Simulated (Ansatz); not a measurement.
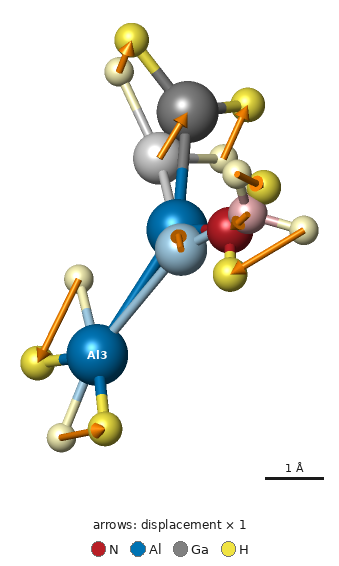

A relaxation of GaAl₂NH₆. The starting structure is drawn faded, the final one solid; orange arrows show the displacements, at their true length. The two geometries are superimposed by the best rigid fit.

A ball-and-stick model, seen from a free direction.

The start comes from GFN2-xTB.

Theory: RKS PBE0-D4/def2-TZVP in Ansatz. Settings: force threshold 0.005 eV/Å; at most 150 steps.

### Describe the change and its energy.

The atom that moves furthest after the best rigid fit is an H atom (1.62 Å). Largest moves by element: H 1.62 Å, Ga 0.94 Å, Al 0.72 Å, N 0.52 Å. Near-neighbour distances that change, for instance: Al–H 1.701 → 1.597 Å, Ga–H 1.673 → 1.584 Å, Al–Ga 2.595 → 2.526 Å, Al–Al 2.562 → 2.609 Å. Bond angles that change, for instance: N–Al–Al 155.2° → 114.2°, Al–Al–H 83.0° → 122.7°, Al–Al–Ga 89.7° → 128.0°. Groups turn about Al–N by about 70°. The energy falls by 25.0 kcal/mol in 23 accepted moves (26 points after the start). The largest force component goes from 1 to 0.0044 eV/Å. The line search rejected the trial steps at points 8, 18, 24 of the run. The run took 96 s on 4 threads of Arm Neoverse V1, with other jobs on the host.
